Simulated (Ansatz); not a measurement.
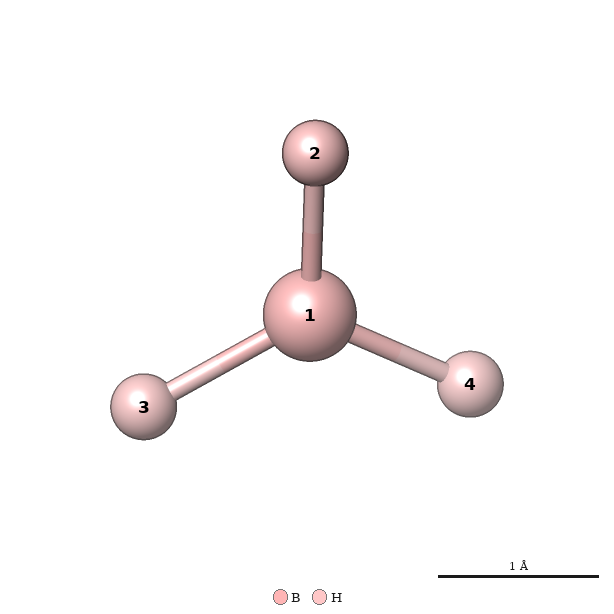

Source: calculation with Ansatz.

Orthographic view. Depth is shown by fading: the farther an atom, the more it takes the colour of the background. State: charge +1, doublet. Geometry: a fixed input geometry, not necessarily a minimum.

Give the geometry as a Z-matrix, atoms in numerical order, with these reference atoms: 2 to 1; 3 to 1, 2; 4 to 1, 2, 3.

```
B  
H    1   1.198
H    1   1.198   2   120.0
H    1   1.198   2   120.0   3   179.9
```
